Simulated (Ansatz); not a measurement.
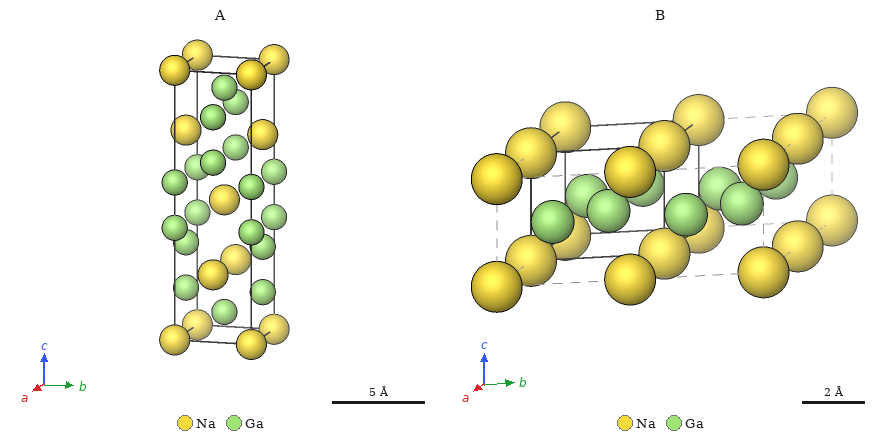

Two structures of NaGa₂, each relaxed to rest (conventional cells in solid outline, small ones repeated, not to one scale). Method: Ansatz, DFT PBE, scalar-relativistic, plane waves, PAW, without spin polarisation.

Identify the two structures.

A: 12 atoms a cell on a body-centred tetragonal lattice, I4_1/amd. B: AlB₂ type, P6/mmm.

Compare their energies: which is lower?

B is lower, by 37 meV/atom at this level of theory (energies at zero smearing). Volumes: A 23.9, B 21.2 Å³/atom.

One or both may be structure types tried for this composition rather than known phases.
